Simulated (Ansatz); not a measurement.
# SiH4Cl3OF: geometry relaxation

System: SiH4Cl3OF.
Method: RKS PBE0-D4/def2-SVP (Ansatz 0.2.0).

The input holds or restrains some coordinates. Forces given for the steps count only the free coordinates. Figures and captions count atoms from 1; the log counts them from 0 in places.

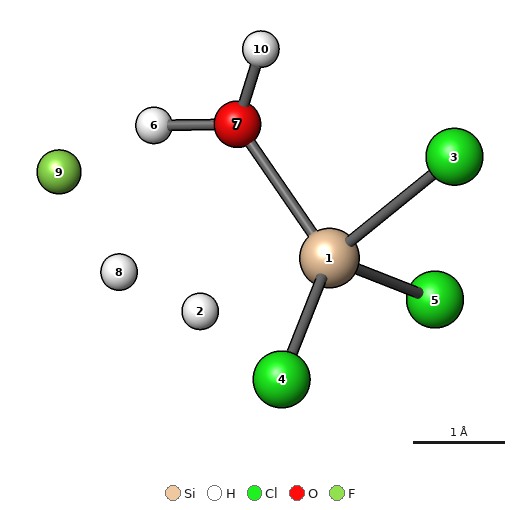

The input geometry (ball-and-stick view, seen at a tilt; atoms are numbered from 1 in the order of the input). Bond lengths as drawn: Cl–Si 2.03 to 2.10 Å, H–O 0.97 to 1.06 Å and O–Si 1.81 Å.

**Input file**
```yaml
crystal:
  periodic: [false, false, false]
  atoms:
    - {symbol: Si, position_ang: [-0.449200, -0.874000, -0.296700]}
    - {symbol: H, position_ang: [-0.605100, 0.114400, 1.239100]}
    - {symbol: Cl, position_ang: [0.057200, -1.631300, -2.187000]}
    - {symbol: Cl, position_ang: [0.263700, -2.390700, 0.853800]}
    - {symbol: Cl, position_ang: [-2.428700, -0.536600, -0.611500]}
    - {symbol: H, position_ang: [0.820000, 1.266800, 0.115000]}
    - {symbol: O, position_ang: [0.670800, 0.508800, -0.603800]}
    - {symbol: H, position_ang: [-0.174400, 1.015200, 1.608400]}
    - {symbol: F, position_ang: [0.659900, 1.956800, 1.301000]}
    - {symbol: H, position_ang: [1.185800, 0.570700, -1.418300]}
basis:
  gaussian: {orbitals: def2-SVP}
hamiltonian: {xc: pbe0, dispersion: d4}
relax: {f_tol: 0.04, max_steps: 150, escape_saddle: false, constraints: [{distance: [0, 6]}, {distance: [5, 8]}, {distance: [1, 7]}, {distance: [0, 1]}, {distance: [5, 6]}, {distance: [7, 8]}]}
```

Run as:
```bash
ansatz run in.yaml --threads 8 --pin off --events-out ev --progress --plain --max-ram 19148MiB
```

**Log**
```
Functional definition: PBE0
  name "PBE0"
  cite "Adamo & Barone, J. Chem. Phys. 110, 6158 (1999) doi:10.1063/1.478522"
  cite "Perdew, Burke & Ernzerhof, Phys. Rev. Lett. 77, 3865 (1996) doi:10.1103/PhysRevLett.77.3865"
  parent pbe
  parameter a = 0.25
  parameter kappa = 0.804
  parameter beta = 0.06672455060314922
  exchange = (1 - a)*pbe_x(kappa = kappa, mu = beta*pi^2/3) + a*exact_x
  correlation = pbe_c(beta = beta)
1194 factors; integrals over basis functions are off by at most 4.4e-4 eV
mean field evaluation 1: about -50235.3261 eV, gradient 4.6e1 eV
mean field evaluation 2: about -50230.8868 eV, gradient 6.9e1 eV
mean field evaluation 4: about -50239.0008 eV, gradient 3.1e0 eV
mean field evaluation 8: about -50239.0260 eV, gradient 4.1e-2 eV
mean field -50239.02600298 eV, -1846.2501523745 hartree, gradient 3.5e-5 eV, S^2 0.000000; 0 other end points of the search recorded, 0 dependent functions left out
the calculation of the forces begins
reference -50239.02602519 eV, -1846.2501531906 hartree; 43, 43 occupied and 77, 77 virtual orbitals, 1194 factors
relax step   1: F+E_penalty+E_count = -50239.31531305 eV  Δ(F+E_penalty+E_count) = +0.000e0 eV  max|allowed force component| = 6.667e-1 eV/Å  Δτ_max = 0.0000 Å  (26 SCF iters, accepted)
  distance Si 0 - O 6 held at 1.805781 Å   reaction = +5.0123e-1 eV/Å
  distance H 5 - F 8 held at 1.381422 Å   reaction = +9.1023e-1 eV/Å
  distance H 1 - H 7 held at 1.064578 Å   reaction = +9.3767e-1 eV/Å
  distance Si 0 - H 1 held at 1.833009 Å   reaction = +5.8206e-1 eV/Å
  distance H 5 - O 6 held at 1.055224 Å   reaction = +3.5168e-3 eV/Å
  distance H 7 - F 8 held at 1.295053 Å   reaction = +1.8994e0 eV/Å
these checks for a lower state are left out or cut short: starts, cluster_reference, orbital_swaps, neighbouring_geometries, increment
1194 factors; integrals over basis functions are off by at most 9.1e-4 eV
mean field evaluation 16: about -50238.9700 eV, gradient 7.4e0 eV
mean field -50239.11536806 eV, -1846.2534364808 hartree, gradient 1.6e-5 eV, S^2 0.000000; 0 other end points of the search recorded, 0 dependent functions left out
the calculation of the forces begins
reference -50239.11539006 eV, -1846.2534372893 hartree; 43, 43 occupied and 77, 77 virtual orbitals, 1194 factors
relax step   2: F+E_penalty+E_count = -50239.40532045 eV  Δ(F+E_penalty+E_count) = -9.001e-2 eV  max|allowed force component| = 3.078e-1 eV/Å  Δτ_max = 0.2185 Å  (30 SCF iters, accepted)
  distance Si 0 - O 6 held at 1.805781 Å   reaction = +3.5592e-1 eV/Å
  distance H 5 - F 8 held at 1.381422 Å   reaction = +1.1705e0 eV/Å
  distance H 1 - H 7 held at 1.064578 Å   reaction = +1.2876e0 eV/Å
  distance Si 0 - H 1 held at 1.833009 Å   reaction = +5.9115e-1 eV/Å
  distance H 5 - O 6 held at 1.055224 Å   reaction = -1.3576e-1 eV/Å
  distance H 7 - F 8 held at 1.295053 Å   reaction = +1.8038e0 eV/Å
these checks for a lower state are left out or cut short: starts, cluster_reference, orbital_swaps, neighbouring_geometries, increment
1194 factors; integrals over basis functions are off by at most 6.9e-4 eV
mean field -50239.13115153 eV, -1846.2540165126 hartree, gradient 1.1e-5 eV, S^2 0.000000; 0 other end points of the search recorded, 0 dependent functions left out
the calculation of the forces begins
reference -50239.13117362 eV, -1846.2540173243 hartree; 43, 43 occupied and 77, 77 virtual orbitals, 1194 factors
relax step   3: F+E_penalty+E_count = -50239.42097586 eV  Δ(F+E_penalty+E_count) = -1.566e-2 eV  max|allowed force component| = 1.507e-1 eV/Å  Δτ_max = 0.0561 Å  (30 SCF iters, accepted)
  distance Si 0 - O 6 held at 1.805781 Å   reaction = +3.2164e-1 eV/Å
  distance H 5 - F 8 held at 1.381422 Å   reaction = +1.0971e0 eV/Å
  distance H 1 - H 7 held at 1.064578 Å   reaction = +1.1663e0 eV/Å
  distance Si 0 - H 1 held at 1.833009 Å   reaction = +6.1538e-1 eV/Å
  distance H 5 - O 6 held at 1.055224 Å   reaction = -1.3928e-1 eV/Å
  distance H 7 - F 8 held at 1.295053 Å   reaction = +1.8444e0 eV/Å
these checks for a lower state are left out or cut short: starts, cluster_reference, orbital_swaps, neighbouring_geometries, increment
1194 factors; integrals over basis functions are off by at most 6.7e-4 eV
mean field evaluation 32: about -50239.1339 eV, gradient 1.0e-1 eV
mean field -50239.13393332 eV, -1846.2541187416 hartree, gradient 1.1e-5 eV, S^2 0.000000; 0 other end points of the search recorded, 0 dependent functions left out
the calculation of the forces begins
reference -50239.13395542 eV, -1846.2541195537 hartree; 43, 43 occupied and 77, 77 virtual orbitals, 1194 factors
relax step   4: F+E_penalty+E_count = -50239.42378259 eV  Δ(F+E_penalty+E_count) = -2.807e-3 eV  max|allowed force component| = 1.033e-1 eV/Å  Δτ_max = 0.0153 Å  (30 SCF iters, accepted)
  distance Si 0 - O 6 held at 1.805781 Å   reaction = +3.2654e-1 eV/Å
  distance H 5 - F 8 held at 1.381422 Å   reaction = +1.0795e0 eV/Å
  distance H 1 - H 7 held at 1.064578 Å   reaction = +1.1833e0 eV/Å
  distance Si 0 - H 1 held at 1.833009 Å   reaction = +6.5904e-1 eV/Å
  distance H 5 - O 6 held at 1.055224 Å   reaction = -2.0432e-1 eV/Å
  distance H 7 - F 8 held at 1.295053 Å   reaction = +1.8396e0 eV/Å
these checks for a lower state are left out or cut short: starts, cluster_reference, orbital_swaps, neighbouring_geometries, increment
1194 factors; integrals over basis functions are off by at most 6.4e-4 eV
mean field -50239.13587841 eV, -1846.2541902221 hartree, gradient 1.2e-5 eV, S^2 0.000000; 0 other end points of the search recorded, 0 dependent functions left out
the calculation of the forces begins
reference -50239.13590053 eV, -1846.2541910350 hartree; 43, 43 occupied and 77, 77 virtual orbitals, 1194 factors
relax step   5: F+E_penalty+E_count = -50239.42587274 eV  Δ(F+E_penalty+E_count) = -2.090e-3 eV  max|allowed force component| = 3.449e-2 eV/Å  Δτ_max = 0.0279 Å  (30 SCF iters, accepted)
```

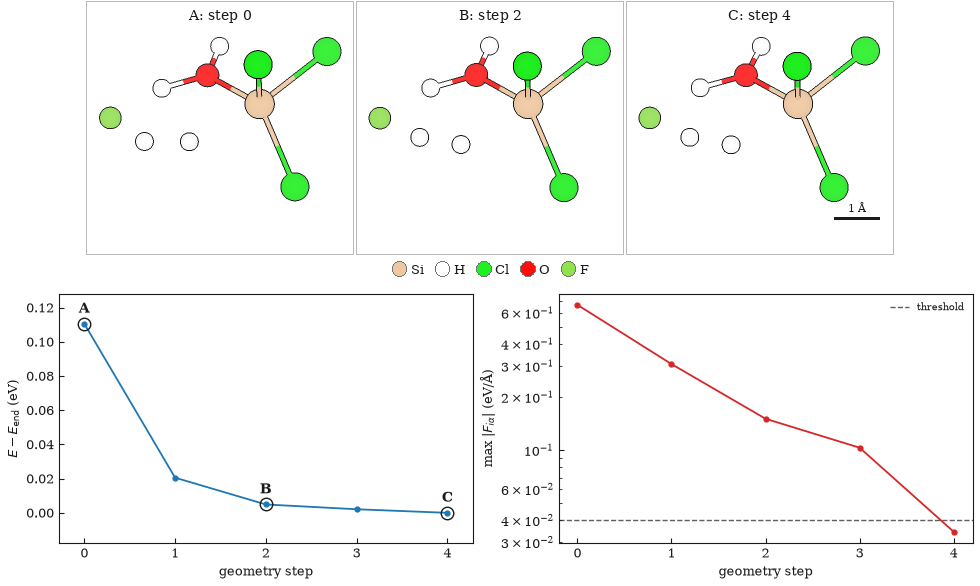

Frames of the restrained relaxation (ball-and-stick view, seen at a tilt) above the curves, on which the letters mark them (the first geometry is step 0 here and step 1 in the log).

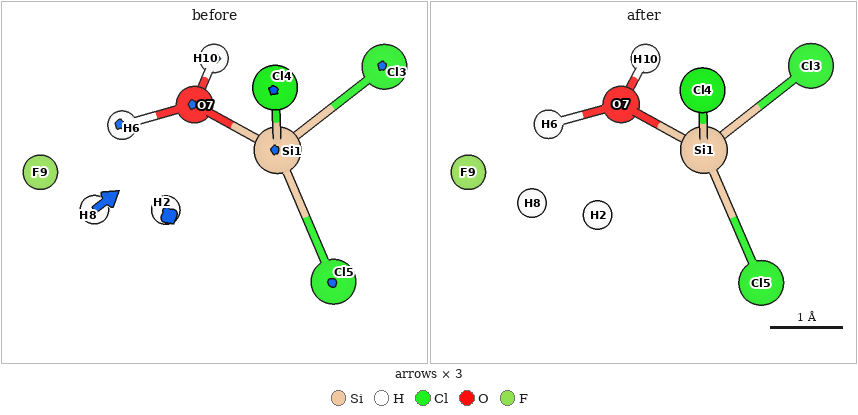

Before (left) and after (right) the restrained relaxation, at one scale (ball-and-stick view, seen at a tilt). The blue arrows give the displacements, magnified 3 times. H8 moves most after the best rigid fit: 0.16 Å. Largest moves by element: H 0.16 Å, Cl 0.05 Å, Si 0.04 Å, O 0.04 Å, F 0.02 Å. Distances before and after: Si1–Cl4 2.033 → 2.049 Å, Si1–Cl3 2.098 → 2.106 Å. Among the angles that change: Si1–O7–H10 121.6° → 117.3°, H6–O7–H10 116.9° → 120.8°, Cl4–Si1–Cl5 123.6° → 120.6°. The energy falls by 0.111 eV in 4 geometry steps. The largest force component goes from 0.67 to 0.034 eV/Å. (Atoms are counted from 1 in the order of the input.)

```
  distance Si 0 - O 6 held at 1.805781 Å   reaction = +3.3316e-1 eV/Å
  distance H 5 - F 8 held at 1.381422 Å   reaction = +1.0439e0 eV/Å
  distance H 1 - H 7 held at 1.064578 Å   reaction = +1.2106e0 eV/Å
  distance Si 0 - H 1 held at 1.833009 Å   reaction = +7.1494e-1 eV/Å
  distance H 5 - O 6 held at 1.055224 Å   reaction = -3.0312e-1 eV/Å
  distance H 7 - F 8 held at 1.295053 Å   reaction = +1.8449e0 eV/Å
1194 factors; integrals over basis functions are off by at most 6.4e-4 eV
mean field -50239.13587841 eV, -1846.2541902221 hartree, gradient 1.2e-5 eV, S^2 0.000000; 1 other end points of the search recorded, 0 dependent functions left out
the calculation of the forces begins
reference -50239.13590053 eV, -1846.2541910350 hartree; 43, 43 occupied and 77, 77 virtual orbitals, 1194 factors
Total energy: -50239.42589486 eV, -1846.2648481303 hartree
Atom 0 at    -0.430198    -0.838361    -0.287464 Å, force     0.114250     0.629286     0.571955 eV/Å
Atom 1 at    -0.687808     0.054674     1.292424 Å, force     0.724946     0.680842    -0.401815 eV/Å
Atom 2 at     0.084349    -1.599446    -2.182778 Å, force     0.003457    -0.025111    -0.034488 eV/Å
Atom 3 at     0.238399    -2.376800     0.889841 Å, force     0.001013    -0.005688    -0.005904 eV/Å
Atom 4 at    -2.437674    -0.541330    -0.573823 Å, force    -0.000755    -0.006788    -0.006925 eV/Å
Atom 5 at     0.846606     1.304323     0.116097 Å, force    -0.122918     0.693482     1.140340 eV/Å
Atom 6 at     0.687348     0.545323    -0.599483 Å, force    -0.235836    -0.460662    -0.165425 eV/Å
Atom 7 at    -0.135364     0.948224     1.464762 Å, force     0.517851     0.430870    -0.403969 eV/Å
Atom 8 at     0.664268     1.956600     1.320097 Å, force    -0.992932    -1.917763    -0.688604 eV/Å
Atom 9 at     1.170074     0.546892    -1.439673 Å, force    -0.009075    -0.018469    -0.005164 eV/Å
Dipole moment:     0.273275     0.096432    -0.378527 e Å
```

**Trajectory as extended XYZ (Å, eV, eV/Å), 5 frames, from step=1 to step=5**
```
10
Properties=species:S:1:pos:R:3:forces:R:3 step=1 energy=-50239.31531
Si   -0.4492   -0.8740   -0.2967    0.5154   0.9853   0.3058
H    -0.6051    0.1144    1.2391    0.1189   0.2081   0.0435
Cl    0.0572   -1.6313   -2.1870    0.0411  -0.1048  -0.1991
Cl    0.2637   -2.3907    0.8538   -0.0080  -0.2030   0.2885
Cl   -2.4287   -0.5366   -0.6115   -0.3356   0.0231   0.1125
H     0.8200    1.2668    0.1150   -0.2654   0.5010   1.1199
O     0.6708    0.5088   -0.6038   -0.0750  -0.0628   0.0622
H    -0.1744    1.0152    1.6084    1.0894   0.4085  -1.4428
F     0.6599    1.9568    1.3010   -1.0517  -1.5605  -0.0909
H     1.1858    0.5707   -1.4183   -0.0290  -0.1950  -0.1995
10
Properties=species:S:1:pos:R:3:forces:R:3 step=2 energy=-50239.40532
Si   -0.4316   -0.8429   -0.2891    0.1930   0.5299   0.3226
H    -0.6917    0.0403    1.2959    0.8470   0.7919  -0.5074
Cl    0.0750   -1.6196   -2.2002   -0.0907   0.1129   0.3078
Cl    0.2341   -2.3684    0.9061    0.0180  -0.0449  -0.0755
Cl   -2.4393   -0.5267   -0.5490    0.0059  -0.0420  -0.0878
H     0.8316    1.2911    0.1247   -0.0659   0.7515   1.0843
O     0.6895    0.5380   -0.6006   -0.2274  -0.3245  -0.0001
H    -0.1227    0.9325    1.4129    0.3002   0.4122  -0.0218
F     0.6562    1.9628    1.3190   -0.9581  -2.0251  -0.8549
H     1.1989    0.5930   -1.4196   -0.0219  -0.1619  -0.1672
10
Properties=species:S:1:pos:R:3:forces:R:3 step=3 energy=-50239.42098
Si   -0.4329   -0.8427   -0.2866    0.1683   0.5554   0.3915
H    -0.6806    0.0538    1.2929    0.7084   0.6698  -0.4165
Cl    0.0687   -1.6170   -2.1847   -0.0055   0.0223   0.0439
Cl    0.2402   -2.3812    0.8875   -0.0049  -0.0013   0.0192
Cl   -2.4385   -0.5369   -0.5734   -0.0121   0.0034   0.0154
H     0.8360    1.2923    0.1182   -0.1177   0.6879   1.1012
O     0.6893    0.5362   -0.6031   -0.1998  -0.2813   0.0058
H    -0.1357    0.9522    1.4638    0.5342   0.4470  -0.4067
F     0.6605    1.9625    1.3133   -1.0155  -1.9525  -0.6606
H     1.1929    0.5810   -1.4279   -0.0555  -0.1507  -0.0931
10
Properties=species:S:1:pos:R:3:forces:R:3 step=4 energy=-50239.42378
Si   -0.4322   -0.8426   -0.2880    0.1493   0.5963   0.4751
H    -0.6818    0.0546    1.2908    0.7086   0.6722  -0.4016
Cl    0.0735   -1.6123   -2.1845    0.0027   0.0126   0.0150
Cl    0.2395   -2.3803    0.8878   -0.0033  -0.0053   0.0115
Cl   -2.4382   -0.5389   -0.5741   -0.0112  -0.0013   0.0070
H     0.8407    1.2979    0.1179   -0.1338   0.6807   1.1271
O     0.6877    0.5393   -0.5994   -0.2082  -0.3522  -0.0720
H    -0.1347    0.9515    1.4632    0.5226   0.4383  -0.3995
F     0.6622    1.9616    1.3162   -1.0033  -1.9381  -0.6739
H     1.1833    0.5694   -1.4298   -0.0234  -0.1033  -0.0887
10
Properties=species:S:1:pos:R:3:forces:R:3 step=5 energy=-50239.42587
Si   -0.4302   -0.8384   -0.2875    0.1143   0.6293   0.5720
H    -0.6878    0.0547    1.2924    0.7249   0.6808  -0.4018
Cl    0.0843   -1.5994   -2.1828    0.0035  -0.0251  -0.0345
Cl    0.2384   -2.3768    0.8898    0.0010  -0.0057  -0.0059
Cl   -2.4377   -0.5413   -0.5738   -0.0008  -0.0068  -0.0069
H     0.8466    1.3043    0.1161   -0.1229   0.6935   1.1403
O     0.6873    0.5453   -0.5995   -0.2358  -0.4607  -0.1654
H    -0.1354    0.9482    1.4648    0.5179   0.4309  -0.4040
F     0.6643    1.9566    1.3201   -0.9929  -1.9178  -0.6886
H     1.1701    0.5469   -1.4397   -0.0091  -0.0185  -0.0052
```

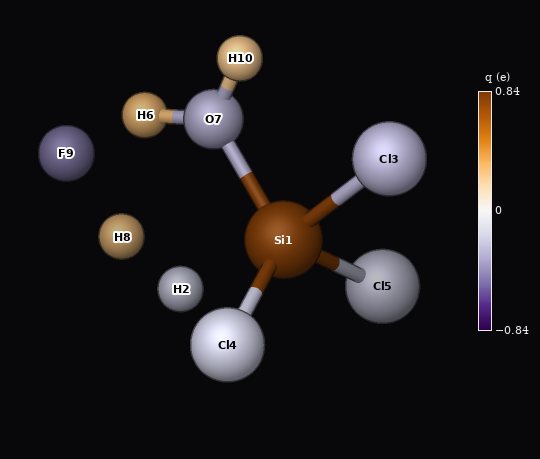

Mulliken charges, as the colour of each atom (ball-and-stick view, seen at a tilt; atoms are numbered from 1 in the order of the input). By element: Si +0.80, H −0.19 to +0.29, Cl −0.29 to −0.19, O −0.30 and F −0.44 e.

**Results in brief**

| quantity | value |
| --- | --- |
| outcome | converged under the restraints of the input |
| total energy | −50239.4259 eV |
| mean-field energy | −50239.1359 eV |
| dispersion energy | −0.2900 eV |
| SCF solution under orbital rotations | stable |
| largest force (length of the vector) at the end, held atoms and coordinates included | 2.267 eV/Å |
| dipole moment | 2.29 D |
| hardware | 8 threads of Arm Neoverse V1, 23 GiB of memory available, shared host |
| wall time | 8 s (CPU time 53 s) |
| peak memory | 0.33 GiB |
